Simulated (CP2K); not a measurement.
**One shape, several levels: triplet AlCl**

Aim: a comparison of 3 runs (UHF/3-21G, UB3LYP/6-31G*, AM1) of triplet AlCl. 

Program for the calculation: CP2K 2026.2.

6 further runs of the same task are left out: 3 that didn't finish, 3 set aside as unsound or not needed.

### 1 The structure to begin with

AlCl has 2 atoms, charge 0, and is taken as a triplet. As SMILES of the parent species, `[Al][Cl]`. The bond length is the one measured for the parent species. That shape belongs to the parent species and isn't relaxed for this state.

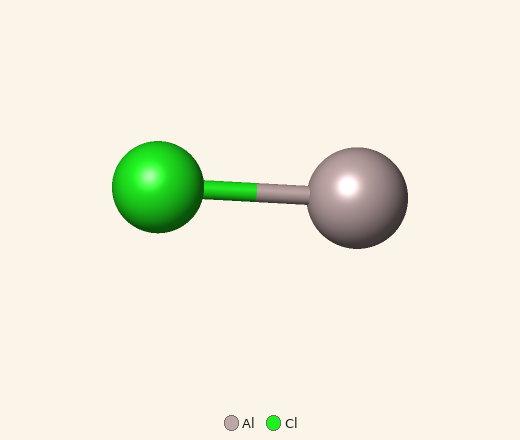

The structure, seen from a chosen angle (aluminium light grey, chlorine green).

### 2 The energy at UHF/3-21G (run 1)

The input, calc.inp:

```
&GLOBAL
 PROJECT calc
 RUN_TYPE ENERGY
 PRINT_LEVEL MEDIUM
&END GLOBAL
&FORCE_EVAL
 METHOD QUICKSTEP
 &DFT
  BASIS_SET_FILE_NAME ./3_21g.basis
  POTENTIAL_FILE_NAME POTENTIAL
  CHARGE 0
  MULTIPLICITY 3
  UKS T
  &QS
   METHOD GAPW
   EPS_DEFAULT 1.0E-10
  &END QS
  ! real-space grids
  &MGRID
   CUTOFF 280
   REL_CUTOFF 50
   NGRIDS 4
  &END MGRID
  ! cluster boundary conditions
  &POISSON
   PERIODIC NONE
   POISSON_SOLVER MULTIPOLE
  &END POISSON
  ! self-consistent field
  &SCF
   SCF_GUESS ATOMIC
   EPS_SCF 1.0E-06
   MAX_SCF 40
   &OT ON
    MINIMIZER DIIS
    PRECONDITIONER FULL_ALL
   &END OT
   &OUTER_SCF
    EPS_SCF 1.0E-06
    MAX_SCF 8
   &END OUTER_SCF
  &END SCF
  &XC
   &XC_FUNCTIONAL NONE
   &END XC_FUNCTIONAL
   ! exact exchange
   &HF
    FRACTION 1
    &SCREENING
     EPS_SCHWARZ 1.0E-10
     SCREEN_ON_INITIAL_P F
    &END SCREENING
    &INTERACTION_POTENTIAL
     POTENTIAL_TYPE COULOMB
    &END INTERACTION_POTENTIAL
    &MEMORY
     MAX_MEMORY 1050
    &END MEMORY
   &END HF
  &END XC
  ! extra output
  &PRINT
   &MOMENTS
    PERIODIC F
    REFERENCE COM
    MAX_MOMENT 1
   &END MOMENTS
   &MO_CUBES
    NLUMO 5
    NHOMO -1
    WRITE_CUBE F
   &END MO_CUBES
   &LOWDIN ON
   &END LOWDIN
   &HIRSHFELD OFF
   &END HIRSHFELD
   &MO_MOLDEN ON
    NDIGITS 8
    NLUMO 5
   &END MO_MOLDEN
  &END PRINT
 &END DFT
 &SUBSYS
  ! vacuum box
  &CELL
   ABC [angstrom] 7 7 9.1
   PERIODIC NONE
  &END CELL
  &COORD
   Al     0.000000     0.000000     0.000000
   Cl     0.000000     0.000000     2.130113
  &END COORD
  &TOPOLOGY
   &CENTER_COORDINATES
   &END CENTER_COORDINATES
  &END TOPOLOGY
  &KIND Al
   BASIS_SET 3-21G
   POTENTIAL ALL
   LEBEDEV_GRID 194
   RADIAL_GRID 100
  &END KIND
  &KIND Cl
   BASIS_SET 3-21G
   POTENTIAL ALL
   LEBEDEV_GRID 194
   RADIAL_GRID 100
  &END KIND
 &END SUBSYS
&END FORCE_EVAL
```

On the command line:

```console
OMP_NUM_THREADS=1 cp2k.psmp -i calc.inp -o calc.out
```

The log of the run:

```text
CP2K| version string:                                       CP2K version 2026.2
[...]
 GLOBAL| Method name                                                        CP2K
[...]
 GLOBAL| Run type                                                         ENERGY
[...]
 DFT| Spin unrestricted (spin-polarized) Kohn-Sham calculation               UKS
 DFT| Multiplicity                                                             3
[...]
 DFT| Charge                                                                   0
[...]
 QS| Method:                                                                GAPW
[...]
 QS| Density cutoff [a.u.]:                                                140.0
[...]
 QS| Relative density cutoff [a.u.]:                                        25.0
[...]
                             - Atoms:                                          2
[...]
                             - Spherical basis functions:                     26
[...]
 Number of electrons:                                                         16
[...]
     1 OT DIIS     0.15E+00    0.6     0.50029272      -656.2716265988 -6.56E+02
[...]
    30 OT DIIS     0.15E+00    0.2     0.00000061      -697.8725205006 -1.24E-08
  *** SCF run converged in    30 steps ***
[...]
  Overlap energy of the core charge distribution:               0.00000000207827
  Self energy of the core charge distribution:               -304.78469264067684
  Core Hamiltonian energy:                                   -395.01934820152417
  Hartree energy:                                              48.62588637125793
  Exchange-correlation energy:                                  0.00000000000000
  Hartree-Fock Exchange energy:                               -45.72216799512747
[...]
                     Mulliken Population Analysis
 #  Atom  Element  Kind  Atomic population (alpha,beta) Net charge  Spin moment
       1     Al       1         7.215378     5.275030     0.509592     1.940348
       2     Cl       2         8.784622     8.724970    -0.509592     0.059652
 # Total charge and spin       16.000000    14.000000     0.000000     2.000000
[...]
  Dipole moment [Debye]
    X=  0.5250019E-05 Y=  0.2810075E-05 Z= -0.3741326E+01  Total=      3.7413264
[...]
 HOMO - LUMO gap [eV] :   11.239429
 ENERGY| Total FORCE_EVAL ( QS ) energy [hartree]           -697.872520500634778
[...]
```

Run time: 19 s. Hardware: 1 thread of Intel Xeon Platinum 8375C at 2.90GHz (Ice Lake), shared host; peak memory 0.37 GiB.

### 3 A single-point energy at UB3LYP/6-31G(d) (spherical functions) (run 2)

The input, qs.inp:

```
&global
   project_name qs
   run_type ENERGY
   print_level MEDIUM
&end global
&force_eval
   method QS
   &dft
      basis_set_file_name ./6_31gs.basis
      potential_file_name POTENTIAL
      multiplicity 3
      lsd T
      &qs
         method GAPW
         eps_default 1.0E-10
      &end qs
      &mgrid
         cutoff 280
         rel_cutoff 50
         ngrids 4
      &end mgrid
      &poisson
         periodic NONE
         poisson_solver MULTIPOLE
      &end poisson
      &scf
         scf_guess ATOMIC
         eps_scf 1.0E-06
         max_scf 150
         added_mos 5
         &diagonalization
            algorithm STANDARD
         &end diagonalization
         &mixing
            method DIRECT_P_MIXING
            alpha 0.4
         &end mixing
      &end scf
      &xc
         &xc_functional
            &hyb_gga_xc_b3lyp
            &end hyb_gga_xc_b3lyp
         &end xc_functional
         &hf
            fraction 0.2
            &screening
               eps_schwarz 1.0E-10
            &end screening
            &memory
               max_memory 1050
            &end memory
         &end hf
      &end xc
      &print
         &moments
            periodic F
            reference COM
            max_moment 1
         &end moments
         &mo ON
            energies T
            occupation_numbers T
            ndigits 6
            &each
               qs_scf 0
            &end each
            add_last NUMERIC
         &end mo
         &lowdin ON
         &end lowdin
         &hirshfeld OFF
         &end hirshfeld
      &end print
   &end dft
   &subsys
      &cell
         abc 7 7 9.1
         periodic NONE
      &end cell
      &coord
         SCALED T
         Al   0.50000000   0.50000000   0.38296082
         Cl   0.50000000   0.50000000   0.61703918
      &end coord
      &kind Al
         basis_set 6-31Gs
         potential ALL
         lebedev_grid 194
         radial_grid 100
      &end kind
      &kind Cl
         basis_set 6-31Gs
         potential ALL
         lebedev_grid 194
         radial_grid 100
      &end kind
   &end subsys
&end force_eval
```

On the command line:

```console
OMP_NUM_THREADS=1 cp2k.psmp -i qs.inp -o qs.out
```

The log of the run:

```text
CP2K| version string:                                       CP2K version 2026.2
[...]
 GLOBAL| Method name                                                        CP2K
[...]
 GLOBAL| Run type                                                         ENERGY
[...]
 DFT| Spin unrestricted (spin-polarized) Kohn-Sham calculation               UKS
 DFT| Multiplicity                                                             3
[...]
 DFT| Charge                                                                   0
[...]
 FUNCTIONAL| HYB_GGA_XC_B3LYP:
[...]
 QS| Method:                                                                GAPW
[...]
 QS| Density cutoff [a.u.]:                                                140.0
[...]
 QS| Relative density cutoff [a.u.]:                                        25.0
[...]
                             - Atoms:                                          2
[...]
                             - Spherical basis functions:                     36
[...]
 Number of electrons:                                                         16
[...]
     1 P_Mix/Diag. 0.40E+00    3.4     0.31549733      -702.7771307989 -7.03E+02
[...]
    13 DIIS/Diag.  0.53E-06    1.7     0.00000070      -702.5698811948 -9.83E-11
  *** SCF run converged in    13 steps ***
[...]
  Overlap energy of the core charge distribution:               0.00000000207827
  Self energy of the core charge distribution:               -304.78469264067684
  Core Hamiltonian energy:                                   -398.59729809902547
  Hartree energy:                                              49.05113010889227
  Exchange-correlation energy:                                 -6.68477320863485
  Hartree-Fock Exchange energy:                                -9.14386296027337
[...]
  Ideal and single determinant S**2 :                    2.000000       2.001406
[...]
                     Mulliken Population Analysis
 #  Atom  Element  Kind  Atomic population (alpha,beta) Net charge  Spin moment
       1     Al       1         7.317814     5.470807     0.211379     1.847007
       2     Cl       2         8.682186     8.529193    -0.211379     0.152993
 # Total charge and spin       16.000000    14.000000    -0.000000     2.000000
[...]
  Dipole moment [Debye]
    X=  0.1122949E-09 Y=  0.1122920E-09 Z= -0.2118617E+01  Total=      2.1186172
 ENERGY| Total FORCE_EVAL ( QS ) energy [hartree]           -702.569881194789218
[...]
```

Run time: 26 s. Hardware: 1 thread of Intel Xeon Platinum 8375C at 2.90GHz (Ice Lake), shared host; peak memory 0.45 GiB.

### 4 A single-point energy at AM1 (run 3)

The input, job.inp:

```
&GLOBAL
  PROJECT_NAME job
  RUN_TYPE ENERGY
  PRINT_LEVEL MEDIUM
&END GLOBAL

&FORCE_EVAL
  METHOD QUICKSTEP
  &DFT
    MULTIPLICITY 3
    SPIN_POLARIZED T
    ! Quickstep
    &QS
      METHOD AM1
      EPS_DEFAULT 1.0E-10
      &SE
        &COULOMB
          CUTOFF [angstrom] 50
          RC_RANGE [angstrom] 0
        &END COULOMB
        &EXCHANGE
          CUTOFF [angstrom] 50
          RC_RANGE [angstrom] 0
        &END EXCHANGE
      &END SE
    &END QS
    &POISSON
      PERIODIC NONE
      POISSON_SOLVER ANALYTIC
    &END POISSON
    ! SCF settings
    &SCF
      SCF_GUESS ATOMIC
      EPS_SCF 1.0E-07
      MAX_SCF 80
      ADDED_MOS 4
      &DIAGONALIZATION
        ALGORITHM STANDARD
      &END DIAGONALIZATION
      &MIXING
        METHOD DIRECT_P_MIXING
        ALPHA 0.4
      &END MIXING
    &END SCF
    ! extra output
    &PRINT
      &MOMENTS
        PERIODIC F
        REFERENCE COM
        MAX_MOMENT 1
      &END MOMENTS
      &MO ON
        ENERGIES T
        OCCUPATION_NUMBERS T
        NDIGITS 6
        &EACH
          QS_SCF 0
        &END EACH
        ADD_LAST NUMERIC
      &END MO
      &HIRSHFELD OFF
      &END HIRSHFELD
    &END PRINT
  &END DFT
  &SUBSYS
    ! vacuum box
    &CELL
      ABC 12 12 14.1
      PERIODIC NONE
    &END CELL
    &COORD
      Al     0.000000     0.000000     0.000000
      Cl     0.000000     0.000000     2.130113
    &END COORD
    &TOPOLOGY
      &CENTER_COORDINATES
      &END CENTER_COORDINATES
    &END TOPOLOGY
  &END SUBSYS
&END FORCE_EVAL
```

On the command line:

```console
OMP_NUM_THREADS=1 cp2k.psmp job.inp > job.out
```

The log of the run:

```text
CP2K| version string:                                       CP2K version 2026.2
[...]
 GLOBAL| Method name                                                        CP2K
[...]
 GLOBAL| Run type                                                         ENERGY
[...]
 *** WARNING in qs_environment.F:2210 :: More added MOs requested than     ***
 *** available. The full set of unoccupied MOs will be used. Use           ***
 *** 'ADDED_MOS -1' to always use all available MOs and to get rid of this ***
[...]
                             - Atoms:                                          2
[...]
                             - Spherical basis functions:                      8
[...]
 Number of electrons:                                                          6
[...]
     1 P_Mix/Diag. 0.40E+00    0.0     0.62500000       -14.5395882710 -1.45E+01
[...]
    24 DIIS/Diag.  0.55E-07    0.0     0.00000007       -15.4945026592 -2.31E-14
  *** SCF run converged in    24 steps ***
  Core-core repulsion energy [eV]:                            122.57986157964868
  Core Hamiltonian energy [eV]:                              -686.86941578914252
  Two-electron integral energy [eV]:                          285.32538936542329
  Electronic energy [eV]:                                    -544.20672110643090
  Total energy [eV]:                                         -421.62685952678225
  Atomic reference energy [eV]:                               423.32338365518154
  Heat of formation [kcal/mol]:                                39.12277891061320
[...]
 SE_DIPOLE| Moment [Debye]         -0.00000000       0.00000000       1.85686322
 SE_DIPOLE| Derivative [a.u.]       0.00000000       0.00000000       0.00000000
 ENERGY| Total FORCE_EVAL ( QS ) energy [hartree]            -15.494502659231559
[...]
```

It took 0.93 s on 1 thread of Intel Xeon Platinum 8375C at 2.90GHz (Ice Lake), shared host; peak memory 0.19 GiB.

### 5 Overview of the runs

```
run                                level  iteration cap  solver  energy (Eh)  dipole moment (D)  HOMO energy (eV)  LUMO energy (eV)  wall time
  1                            UHF/3-21G             40      OT  -697.872521               3.74             -6.58             -0.83       19 s
  2  UB3LYP/6-31G* (spherical functions)            150    DIAG  -702.569881               2.12             -3.77                 –       26 s
  3                                  AM1             80    DIAG   -15.494503               1.86             -6.92             -2.82     0.93 s
```

### 6 Summary of results

| quantity | value |
| --- | --- |
| run 3: total energy | -15.49450 Eh |
| run 3: dipole moment | 1.86 D |
| run 3: HOMO energy (highest over α and β) | -6.92 eV |
| run 3: LUMO energy (lowest over α and β) | -2.82 eV |
| run 3: heat of formation | 39.1 kcal/mol |

What this shows: The dipole moment (its size) runs from 1.86 D (AM1) to 3.74 D (UHF/3-21G). The two ends differ in method and basis and Hamiltonian. All runs together took 45 s, the longest 26 s.
